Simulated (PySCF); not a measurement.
# C5H4F2: NMR shifts at several levels of theory

Aim: compute the NMR shifts of C5H4F2 (`F/C=C(/F)C1=CC1`) at several levels, and see how far they spread and what each costs.

Programs: PySCF 2.14.0, with density-fitted response routines of our own. Each step states its level of theory. These are calculated values for one molecule in the gas phase, unless marked as measured. Atoms are numbered from 0 throughout.

### 1 Starting geometry

11 atoms, charge 0, multiplicity 1; geometry from: PBE0-D3(BJ)/def2-SVP.

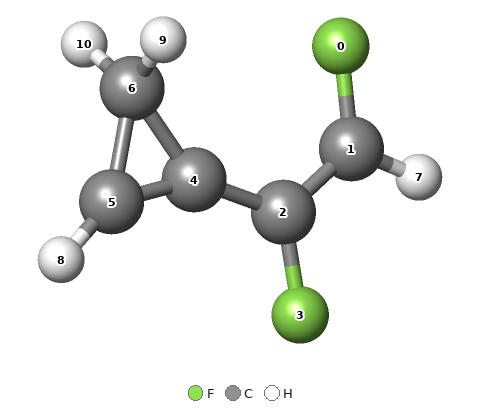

The starting geometry (fluorine green, carbon grey, hydrogen white), atoms numbered.

### 2 Nuclear shieldings: BP86/pcSseg-1

The job: settings as JSON, then the geometry in Å.

```
{"job": {"kind": "nmr", "xc": "BP86", "basis": "pcSseg-1", "pop": false}, "charge": 0, "multiplicity": 1}
F      2.040639    -0.547161    -1.008312
C      1.263728    -1.477818    -0.480094
C      0.091749    -1.173427     0.100887
F     -0.629353    -2.178356     0.607319
C     -0.456993     0.135609     0.223852
C     -1.408421     0.935841     0.621449
C     -0.250071     1.590349    -0.061062
H      1.644123    -2.499290    -0.555173
H     -2.370487     1.073839     1.106003
H      0.489604     2.154937     0.528279
H     -0.355413     1.957444    -1.094203
```

Method: GIAO BP86/pcSseg-1 NMR shielding, non-relativistic, gas phase.

Started as:

```bash
OMP_NUM_THREADS=1 python probes_run.py task.json out
```

The driver reads the jobs from task.json and runs them one after another.

Standard output:

```text
coarse grid: 10088 points
cycle   1  E = -392.3123925762  dE =  1.044e+00  |g| = 6.309e-01  |ddm| = 3.160e+00
cycle   2  E = -392.1059732178  dE =  2.064e-01  |g| = 1.190e+00  |ddm| = 1.693e+00
cycle   3  E = -392.3623578605  dE = -2.564e-01  |g| = 2.938e-01  |ddm| = 1.319e+00
cycle   4  E = -392.3844775248  dE = -2.212e-02  |g| = 1.200e-01  |ddm| = 4.247e-01
cycle   5  E = -392.3880405076  dE = -3.563e-03  |g| = 3.331e-02  |ddm| = 1.406e-01
cycle   6  E = -392.3882638506  dE = -2.233e-04  |g| = 1.181e-02  |ddm| = 4.604e-02
cycle   7  E = -392.3882886179  dE = -2.477e-05  |g| = 6.053e-03  |ddm| = 1.633e-02
cycle   8  E = -392.3882968636  dE = -8.246e-06  |g| = 1.633e-03  |ddm| = 6.170e-03
final grid: 100736 points
cycle   9  E = -392.4621635753  dE = -4.158e-05  |g| = 5.064e-03  |ddm| = 3.665e-02
cycle  10  E = -392.4621415452  dE =  2.203e-05  |g| = 1.061e-02  |ddm| = 1.403e-02
cycle  11  E = -392.4621687946  dE = -2.725e-05  |g| = 1.930e-03  |ddm| = 1.060e-02
cycle  12  E = -392.4621698109  dE = -1.016e-06  |g| = 3.598e-04  |ddm| = 2.171e-03
cycle  13  E = -392.4621697983  dE =  1.268e-08  |g| = 1.359e-04  |ddm| = 4.595e-04
cycle  14  E = -392.4621698004  dE = -2.156e-09  |g| = 5.397e-05  |ddm| = 1.386e-04
cycle  15  E = -392.4621698010  dE = -6.137e-10  |g| = 2.491e-05  |ddm| = 8.144e-05
converged SCF energy = -392.4621698010

GIAO shielding tensors (ppm)
atom      isotropic    diamagn.    paramagn.     s11        s22        s33       span
  0 F      315.996     475.865    -159.869    231.401    290.018    426.568    195.167
  1 C       26.709     249.054    -222.345    -41.221     45.371     75.978    117.199
  2 C       25.639     249.430    -223.791    -43.752     50.236     70.434    114.186
  3 F      329.506     473.510    -144.004    269.757    334.558    384.203    114.446
  4 C       68.530     256.885    -188.355    -66.497     98.149    173.938    240.434
  5 C       69.508     254.617    -185.109    -49.902     79.536    178.890    228.791
  6 C      167.131     248.012     -80.881    129.044    142.624    229.726    100.682
  7 H       23.789      27.408      -3.619     21.903     22.626     26.839      4.937
  8 H       24.172      31.737      -7.565     21.406     24.742     26.368      4.962
  9 H       29.653      29.179       0.474     25.147     26.466     37.344     12.197
 10 H       29.648      29.179       0.469     25.151     26.458     37.335     12.184
```

It took 26 s on 1 thread of Arm Neoverse N1, shared host; peak memory 0.73 GiB.

Shifts follow as δ = σ(reference) − σ, with reference shieldings (ppm) from runs at the same level and on the same kind of geometry: 1H TMS 31.27, 13C TMS 179.7, 19F CFCl3 144.8. The references are single molecules in the gas phase, so shifts against H2O, NH3, PH3, H3PO4 or CFCl3 are not on the usual liquid scales and can be off by tens of ppm. Atoms listed in one row are averaged.

```
  atoms                               environment  σ (ppm)  δ (ppm)
     C2           fully substituted alkene carbon     25.6    154.1
     C1                                 alkene CH     26.7    153.0
     C4           fully substituted alkene carbon     68.5    111.2
     C5                                 alkene CH     69.5    110.2
     C6                three-membered-ring carbon    167.1     12.6
     H7                  hydrogen on an alkene CH    23.79     7.48
     H8                  hydrogen on an alkene CH    24.17     7.09
H9, H10  hydrogen on a three-membered-ring carbon    29.65     1.62
     F0                          vinylic fluorine    316.0   -171.2
     F3                          vinylic fluorine    329.5   -184.8
```

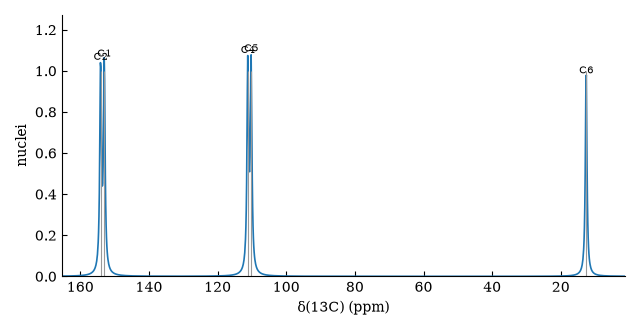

13C lines at the computed shifts, without couplings. Lines are broadened to a width of 0.57 ppm (Lorentzian).

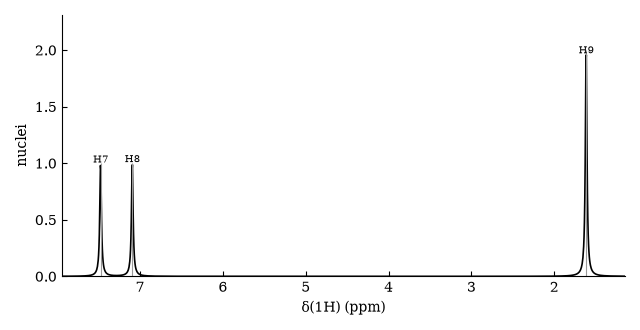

1H lines at the computed shifts, without couplings. Lines are broadened to a width of 0.02 ppm (Lorentzian).

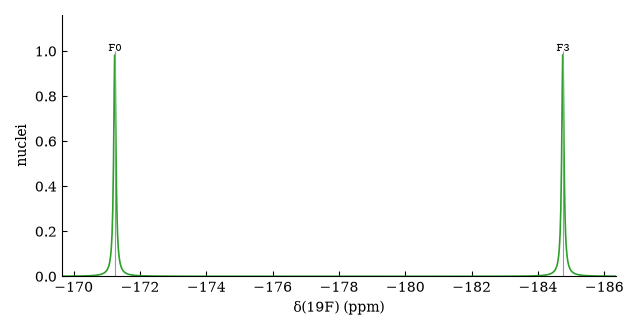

19F lines at the computed shifts, without couplings. Lines are broadened to a width of 0.08 ppm (Lorentzian).

Ring of atoms C4, C5, C6: NICS(0) -28.7, NICS(1) -6.5, NICS(1)zz -14.3 ppm (means of both faces).

In rings of three or four atoms NICS is ruled by the nearby σ bonds, so it says little on aromaticity.

### 3 Shielding tensors: B3LYP/pcSseg-1

The job, as its differences from that of step 2:

```diff
@@ -1,2 +1,2 @@
-{"job": {"kind": "nmr", "xc": "BP86", "basis": "pcSseg-1", "pop": false}, "charge": 0, "multiplicity": 1}
+{"job": {"kind": "nmr", "xc": "B3LYP", "basis": "pcSseg-1", "pop": false}, "charge": 0, "multiplicity": 1}
 F      2.040639    -0.547161    -1.008312
```

Level: GIAO B3LYP/pcSseg-1 NMR shielding, non-relativistic, gas phase.

Standard output:

```text
coarse grid: 10088 points
cycle   1  E = -392.3295138826  dE =  1.187e+00  |g| = 6.254e-01  |ddm| = 3.116e+00
cycle   2  E = -392.2270988627  dE =  1.024e-01  |g| = 9.844e-01  |ddm| = 1.362e+00
cycle   3  E = -392.3937749733  dE = -1.667e-01  |g| = 1.337e-01  |ddm| = 9.242e-01
cycle   4  E = -392.3970224004  dE = -3.247e-03  |g| = 7.643e-02  |ddm| = 2.008e-01
cycle   5  E = -392.3984384508  dE = -1.416e-03  |g| = 1.371e-02  |ddm| = 7.915e-02
cycle   6  E = -392.3984757667  dE = -3.732e-05  |g| = 4.742e-03  |ddm| = 1.724e-02
cycle   7  E = -392.3984805652  dE = -4.798e-06  |g| = 1.123e-03  |ddm| = 6.161e-03
final grid: 100736 points
cycle   8  E = -392.4613599602  dE = -2.588e-05  |g| = 6.631e-03  |ddm| = 2.175e-02
cycle   9  E = -392.4613503222  dE =  9.638e-06  |g| = 1.009e-02  |ddm| = 1.516e-02
cycle  10  E = -392.4613681811  dE = -1.786e-05  |g| = 7.774e-04  |ddm| = 9.612e-03
cycle  11  E = -392.4613682958  dE = -1.148e-07  |g| = 2.592e-04  |ddm| = 8.339e-04
cycle  12  E = -392.4613683092  dE = -1.332e-08  |g| = 1.114e-04  |ddm| = 3.285e-04
cycle  13  E = -392.4613683120  dE = -2.836e-09  |g| = 2.177e-05  |ddm| = 1.183e-04
cycle  14  E = -392.4613683121  dE = -9.686e-11  |g| = 7.571e-06  |ddm| = 2.036e-05
converged SCF energy = -392.4613683121

GIAO shielding tensors (ppm)
atom      isotropic    diamagn.    paramagn.     s11        s22        s33       span
  0 F      336.067     476.412    -140.345    265.015    310.899    432.287    167.272
  1 C       24.671     248.555    -223.884    -49.746     46.219     77.541    127.287
  2 C       23.291     248.823    -225.532    -54.677     50.906     73.643    128.320
  3 F      345.346     474.210    -128.864    291.239    355.100    389.697     98.458
  4 C       65.352     256.629    -191.277    -78.960     98.999    176.017    254.977
  5 C       65.621     255.189    -189.568    -64.089     80.354    180.598    244.686
  6 C      168.606     247.330     -78.723    129.501    143.419    232.898    103.397
  7 H       23.902      27.383      -3.481     21.932     22.676     27.098      5.166
  8 H       24.112      31.728      -7.616     21.107     24.506     26.722      5.615
  9 H       29.741      29.280       0.461     25.165     26.467     37.590     12.426
 10 H       29.736      29.281       0.454     25.168     26.458     37.580     12.412
```

Wall time 20 s (1 thread of Arm Neoverse N1, shared host); peak memory 0.73 GiB.

Key values: δ C2 155.9, C1 154.6, C4 113.9, C5 113.6, H7 7.48, H8 7.27 ppm.

### 4 Nuclear shieldings: BHandHLYP/pcSseg-1

The job, as its differences from that of step 3:

```diff
@@ -1,2 +1,2 @@
-{"job": {"kind": "nmr", "xc": "B3LYP", "basis": "pcSseg-1", "pop": false}, "charge": 0, "multiplicity": 1}
+{"job": {"kind": "nmr", "xc": "BHandHLYP", "basis": "pcSseg-1", "pop": false}, "charge": 0, "multiplicity": 1}
 F      2.040639    -0.547161    -1.008312
```

Level: GIAO BHandHLYP/pcSseg-1 NMR shielding, non-relativistic, gas phase.

Standard output:

```text
coarse grid: 10088 points
cycle   1  E = -392.1331113308  dE =  1.433e+00  |g| = 6.243e-01  |ddm| = 3.067e+00
cycle   2  E = -392.1279234149  dE =  5.188e-03  |g| = 6.938e-01  |ddm| = 9.578e-01
cycle   3  E = -392.2075425647  dE = -7.962e-02  |g| = 7.189e-02  |ddm| = 5.689e-01
cycle   4  E = -392.2082859274  dE = -7.434e-04  |g| = 4.482e-02  |ddm| = 9.845e-02
cycle   5  E = -392.2087520563  dE = -4.661e-04  |g| = 8.376e-03  |ddm| = 5.234e-02
cycle   6  E = -392.2087677606  dE = -1.570e-05  |g| = 2.307e-03  |ddm| = 9.349e-03
cycle   7  E = -392.2087690253  dE = -1.265e-06  |g| = 5.872e-04  |ddm| = 2.731e-03
final grid: 100736 points
cycle   8  E = -392.2507328325  dE = -1.399e-05  |g| = 3.407e-03  |ddm| = 1.200e-02
cycle   9  E = -392.2507328578  dE = -2.530e-08  |g| = 3.630e-03  |ddm| = 5.671e-03
cycle  10  E = -392.2507349927  dE = -2.135e-06  |g| = 2.505e-04  |ddm| = 2.762e-03
cycle  11  E = -392.2507350013  dE = -8.668e-09  |g| = 1.420e-04  |ddm| = 3.369e-04
cycle  12  E = -392.2507350057  dE = -4.317e-09  |g| = 4.237e-05  |ddm| = 1.847e-04
cycle  13  E = -392.2507350061  dE = -4.513e-10  |g| = 9.244e-06  |ddm| = 5.206e-05
converged SCF energy = -392.2507350061

GIAO shielding tensors (ppm)
atom      isotropic    diamagn.    paramagn.     s11        s22        s33       span
  0 F      361.927     475.890    -113.962    300.608    340.405    444.769    144.161
  1 C       29.703     247.826    -218.124    -51.972     55.011     86.069    138.040
  2 C       28.730     247.789    -219.060    -57.754     60.691     83.252    141.006
  3 F      367.496     474.388    -106.892    318.782    382.064    401.642     82.860
  4 C       68.488     256.326    -187.838    -85.736    108.637    182.564    268.300
  5 C       66.875     256.681    -189.806    -74.366     88.298    186.691    261.057
  6 C      175.289     246.279     -70.990    135.575    150.250    240.042    104.466
  7 H       23.889      27.212      -3.324     21.737     22.866     27.063      5.326
  8 H       23.874      31.411      -7.537     20.549     23.955     27.120      6.571
  9 H       29.731      29.168       0.563     24.956     26.210     38.027     13.071
 10 H       29.725      29.170       0.556     24.959     26.201     38.016     13.057
```

Wall time 19 s (1 thread of Arm Neoverse N1, shared host); peak memory 0.73 GiB.

In short: δ C2 155.2, C1 154.3, C5 117.1, C4 115.5, H8 7.57, H7 7.55 ppm.

### 5 NMR shieldings: BLYP/pcSseg-1

The job, as its differences from that of step 4:

```diff
@@ -1,2 +1,2 @@
-{"job": {"kind": "nmr", "xc": "BHandHLYP", "basis": "pcSseg-1", "pop": false}, "charge": 0, "multiplicity": 1}
+{"job": {"kind": "nmr", "xc": "BLYP", "basis": "pcSseg-1", "pop": false}, "charge": 0, "multiplicity": 1}
 F      2.040639    -0.547161    -1.008312
```

With the program's defaults for keys left out, this is: GIAO BLYP/pcSseg-1 NMR shielding, non-relativistic, gas phase.

Standard output:

```text
coarse grid: 10088 points
cycle   1  E = -392.2073442795  dE =  1.039e+00  |g| = 6.769e-01  |ddm| = 3.167e+00
cycle   2  E = -391.9697241335  dE =  2.376e-01  |g| = 1.284e+00  |ddm| = 1.908e+00
cycle   3  E = -392.2652045170  dE = -2.955e-01  |g| = 3.075e-01  |ddm| = 1.466e+00
cycle   4  E = -392.2890109710  dE = -2.381e-02  |g| = 1.293e-01  |ddm| = 4.395e-01
cycle   5  E = -392.2931162892  dE = -4.105e-03  |g| = 3.689e-02  |ddm| = 1.498e-01
cycle   6  E = -392.2933978140  dE = -2.815e-04  |g| = 1.249e-02  |ddm| = 5.077e-02
cycle   7  E = -392.2934242933  dE = -2.648e-05  |g| = 6.875e-03  |ddm| = 1.795e-02
cycle   8  E = -392.2934348798  dE = -1.059e-05  |g| = 1.799e-03  |ddm| = 6.872e-03
cycle   9  E = -392.2934356318  dE = -7.520e-07  |g| = 1.781e-04  |ddm| = 1.744e-03
final grid: 100736 points
cycle  10  E = -392.3734878919  dE = -3.397e-05  |g| = 9.803e-03  |ddm| = 3.088e-02
cycle  11  E = -392.3734416025  dE =  4.629e-05  |g| = 1.913e-02  |ddm| = 2.541e-02
cycle  12  E = -392.3735057781  dE = -6.418e-05  |g| = 1.816e-03  |ddm| = 1.863e-02
cycle  13  E = -392.3735063990  dE = -6.209e-07  |g| = 6.334e-04  |ddm| = 2.063e-03
cycle  14  E = -392.3735064856  dE = -8.654e-08  |g| = 2.257e-04  |ddm| = 8.069e-04
cycle  15  E = -392.3735064973  dE = -1.173e-08  |g| = 8.273e-05  |ddm| = 3.174e-04
cycle  16  E = -392.3735064990  dE = -1.745e-09  |g| = 3.059e-05  |ddm| = 1.153e-04
cycle  17  E = -392.3735064992  dE = -2.224e-10  |g| = 1.193e-05  |ddm| = 3.555e-05
converged SCF energy = -392.3735064992

GIAO shielding tensors (ppm)
atom      isotropic    diamagn.    paramagn.     s11        s22        s33       span
  0 F      314.800     476.977    -162.178    233.729    289.281    421.388    187.659
  1 C       21.543     249.102    -227.559    -47.504     41.085     71.048    118.552
  2 C       19.656     249.596    -229.940    -51.373     43.954     66.387    117.760
  3 F      327.825     474.160    -146.336    269.099    334.245    380.130    111.031
  4 C       63.252     256.736    -193.483    -74.032     92.490    171.299    245.330
  5 C       65.196     253.870    -188.674    -56.209     75.793    176.003    232.213
  6 C      163.465     248.002     -84.536    125.124    137.884    227.388    102.263
  7 H       23.924      27.562      -3.637     22.090     22.548     27.135      5.044
  8 H       24.322      32.051      -7.728     21.530     24.959     26.478      4.948
  9 H       29.764      29.407       0.357     25.322     26.700     37.270     11.948
 10 H       29.759      29.408       0.351     25.326     26.692     37.261     11.935
```

Wall time 28 s (1 thread of Arm Neoverse N1, shared host); peak memory 0.73 GiB.

In short: δ C2 155.7, C1 153.8, C4 112.1, C5 110.1, H7 7.44, H8 7.04 ppm.

### 6 Nuclear shieldings: WP04/pcSseg-1

The job, as its differences from that of step 5:

```diff
@@ -1,2 +1,2 @@
-{"job": {"kind": "nmr", "xc": "BLYP", "basis": "pcSseg-1", "pop": false}, "charge": 0, "multiplicity": 1}
+{"job": {"kind": "nmr", "xc": "WP04", "basis": "pcSseg-1", "pop": false}, "charge": 0, "multiplicity": 1}
 F      2.040639    -0.547161    -1.008312
```

Method: GIAO WP04/pcSseg-1 NMR shielding, non-relativistic, gas phase.

Standard output:

```text
coarse grid: 10088 points
cycle   1  E = -400.3026716866  dE =  1.137e+00  |g| = 9.730e-01  |ddm| = 3.200e+00
cycle   2  E = -400.0445206117  dE =  2.582e-01  |g| = 1.574e+00  |ddm| = 1.971e+00
cycle   3  E = -400.4375313078  dE = -3.930e-01  |g| = 2.356e-01  |ddm| = 1.412e+00
cycle   4  E = -400.4487232701  dE = -1.119e-02  |g| = 1.182e-01  |ddm| = 3.186e-01
cycle   5  E = -400.4521446332  dE = -3.421e-03  |g| = 3.225e-02  |ddm| = 1.332e-01
cycle   6  E = -400.4523894199  dE = -2.448e-04  |g| = 5.859e-03  |ddm| = 3.383e-02
cycle   7  E = -400.4523958937  dE = -6.474e-06  |g| = 2.788e-03  |ddm| = 8.346e-03
final grid: 100736 points
cycle   8  E = -400.5307016850  dE = -3.827e-05  |g| = 1.023e-02  |ddm| = 3.530e-02
cycle   9  E = -400.5306600365  dE =  4.165e-05  |g| = 1.743e-02  |ddm| = 2.502e-02
cycle  10  E = -400.5307227479  dE = -6.271e-05  |g| = 2.435e-03  |ddm| = 1.685e-02
cycle  11  E = -400.5307241851  dE = -1.437e-06  |g| = 4.697e-04  |ddm| = 2.205e-03
cycle  12  E = -400.5307242275  dE = -4.239e-08  |g| = 1.866e-04  |ddm| = 5.553e-04
cycle  13  E = -400.5307242334  dE = -5.876e-09  |g| = 8.673e-05  |ddm| = 2.339e-04
cycle  14  E = -400.5307242353  dE = -1.911e-09  |g| = 2.461e-05  |ddm| = 1.056e-04
cycle  15  E = -400.5307242355  dE = -1.296e-10  |g| = 7.353e-06  |ddm| = 2.348e-05
converged SCF energy = -400.5307242355

GIAO shielding tensors (ppm)
atom      isotropic    diamagn.    paramagn.     s11        s22        s33       span
  0 F      333.235     478.229    -144.994    276.659    303.396    419.651    142.992
  1 C       17.610     250.099    -232.488    -55.536     35.330     73.037    128.573
  2 C       15.626     250.936    -235.309    -60.222     41.167     65.934    126.156
  3 F      341.154     477.194    -136.040    295.259    348.567    379.635     84.376
  4 C       59.942     256.959    -197.017    -80.214     92.405    167.636    247.850
  5 C       57.635     256.255    -198.620    -69.127     69.979    172.053    241.180
  6 C      159.284     248.684     -89.400    118.207    135.499    224.147    105.940
  7 H       24.322      27.422      -3.100     22.303     23.131     27.532      5.230
  8 H       24.418      32.129      -7.711     21.553     24.839     26.863      5.310
  9 H       29.923      29.547       0.376     25.627     26.887     37.253     11.625
 10 H       29.918      29.549       0.369     25.631     26.879     37.244     11.613
```

It took 21 s on 1 thread of Arm Neoverse N1, shared host; peak memory 0.73 GiB.

In short: δ C2 156.8, C1 154.8, C5 114.8, C4 112.5, H7 7.24, H8 7.15 ppm.

### 7 Nuclear shieldings: CAM-B3LYP/pcSseg-1

The job, as its differences from that of step 6:

```diff
@@ -1,2 +1,2 @@
-{"job": {"kind": "nmr", "xc": "WP04", "basis": "pcSseg-1", "pop": false}, "charge": 0, "multiplicity": 1}
+{"job": {"kind": "nmr", "xc": "CAM-B3LYP", "basis": "pcSseg-1", "pop": false}, "charge": 0, "multiplicity": 1}
 F      2.040639    -0.547161    -1.008312
```

Level: GIAO CAM-B3LYP/pcSseg-1 NMR shielding, non-relativistic, gas phase.

Standard output:

```text
coarse grid: 10088 points
cycle   1  E = -392.1626447313  dE =  1.381e+00  |g| = 6.431e-01  |ddm| = 3.070e+00
cycle   2  E = -392.1336977010  dE =  2.895e-02  |g| = 8.152e-01  |ddm| = 1.106e+00
cycle   3  E = -392.2376195091  dE = -1.039e-01  |g| = 6.630e-02  |ddm| = 6.367e-01
cycle   4  E = -392.2382413946  dE = -6.219e-04  |g| = 3.830e-02  |ddm| = 7.749e-02
cycle   5  E = -392.2385663034  dE = -3.249e-04  |g| = 9.935e-03  |ddm| = 4.095e-02
cycle   6  E = -392.2385882956  dE = -2.199e-05  |g| = 3.233e-03  |ddm| = 1.077e-02
cycle   7  E = -392.2385908188  dE = -2.523e-06  |g| = 4.904e-04  |ddm| = 3.803e-03
final grid: 100736 points
cycle   8  E = -392.3031557123  dE = -2.437e-05  |g| = 4.642e-03  |ddm| = 1.449e-02
cycle   9  E = -392.3031546532  dE =  1.059e-06  |g| = 5.653e-03  |ddm| = 8.265e-03
cycle  10  E = -392.3031594821  dE = -4.829e-06  |g| = 3.880e-04  |ddm| = 4.196e-03
cycle  11  E = -392.3031595073  dE = -2.523e-08  |g| = 1.727e-04  |ddm| = 4.482e-04
cycle  12  E = -392.3031595135  dE = -6.172e-09  |g| = 6.363e-05  |ddm| = 2.218e-04
cycle  13  E = -392.3031595144  dE = -9.820e-10  |g| = 1.208e-05  |ddm| = 6.824e-05
converged SCF energy = -392.3031595144

GIAO shielding tensors (ppm)
atom      isotropic    diamagn.    paramagn.     s11        s22        s33       span
  0 F      348.739     476.407    -127.668    279.045    327.024    440.147    161.102
  1 C       25.574     248.512    -222.938    -53.939     50.381     80.281    134.220
  2 C       24.537     248.444    -223.907    -58.631     55.037     77.206    135.838
  3 F      355.574     473.934    -118.360    302.615    368.439    395.669     93.054
  4 C       65.412     257.141    -191.729    -85.542    102.675    179.102    264.643
  5 C       65.678     255.744    -190.066    -71.205     83.787    184.452    255.657
  6 C      173.184     246.777     -73.593    133.501    148.885    237.165    103.663
  7 H       23.761      27.256      -3.495     21.733     22.637     26.913      5.180
  8 H       23.910      31.479      -7.569     20.669     24.149     26.911      6.242
  9 H       29.675      29.207       0.468     25.031     26.237     37.756     12.725
 10 H       29.669      29.208       0.461     25.034     26.228     37.745     12.711
```

It took 25 s on 1 thread of Arm Neoverse N1, shared host; peak memory 0.73 GiB.

This run: δ C2 157.9, C1 156.9, C4 117.0, C5 116.8, H7 7.57, H8 7.42 ppm.

(Part 1 of 2 ends here.)
